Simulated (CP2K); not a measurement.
Band structure of Nb (Im-3m, 1 atom in the cell).

```
Nb
1.0
    2.86913     0.00000     0.00000
   -0.95638     2.70504     0.00000
   -0.95638    -1.35252     2.34264
Nb
1
Direct
  0.00000   0.00000   0.00000
```

Level of theory: PBE, GPW, DZVP-MOLOPT-SR-GTH basis, GTH-PBE potentials (GTH_POTENTIALS) (CP2K).

Settings: CUTOFF = 500 Ry; REL_CUTOFF = 50 Ry; SMEAR/METHOD = FERMI_DIRAC; ELECTRONIC_TEMPERATURE = 580.23 K; KPOINTS/SCHEME = MONKHORST-PACK 9 9 9; XC_FUNCTIONAL = PBE; Nb/BASIS_SET = DZVP-MOLOPT-SR-GTH; Nb/POTENTIAL = GTH-PBE-q13; METHOD = GPW; EPS_DEFAULT = 1e-10; EXTRAPOLATION = USE_GUESS; NGRIDS = 5; SCF_GUESS = ATOMIC; EPS_SCF = 1e-07.

The starting cell comes from a database of computed structures (which also holds hypothetical and non-ambient phases and stackings), without a prior relaxation at this level. Its lattice was rescaled by a random factor within 2.5 % of one. Spin polarisation is off. Values carry the incompleteness of an atom-centred basis.

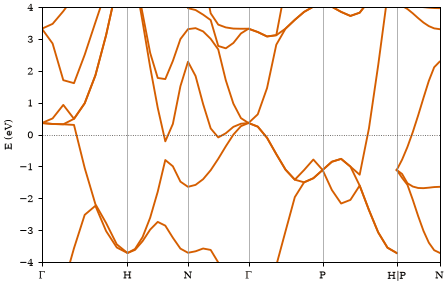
*Bands along the path, energies from the Fermi level.*

Levels in eV from the Fermi level, bands 3 to 8:
```json
[
 {"point": "Γ", "3": "-30.21", "4": "-30.21", "5": "-5.94", "6": "0.36", "7": "0.36", "8": "0.36"},
 {"point": "H", "3": "-31.11", "4": "-31.11", "5": "-3.72", "6": "-3.72", "7": "5.58", "8": "5.58"},
 {"point": "N", "3": "-30.62", "4": "-30.22", "5": "-3.71", "6": "-1.64", "7": "2.28", "8": "3.31"},
 {"point": "P", "3": "-30.87", "4": "-30.87", "5": "-1.11", "6": "-1.11", "7": "-1.11", "8": "4.07"}
]
```

Bands cross the Fermi level along this path, so the cell is metallic at this level.

Higher empty bands are left out: an atom-centred basis made for the valence describes them poorly.
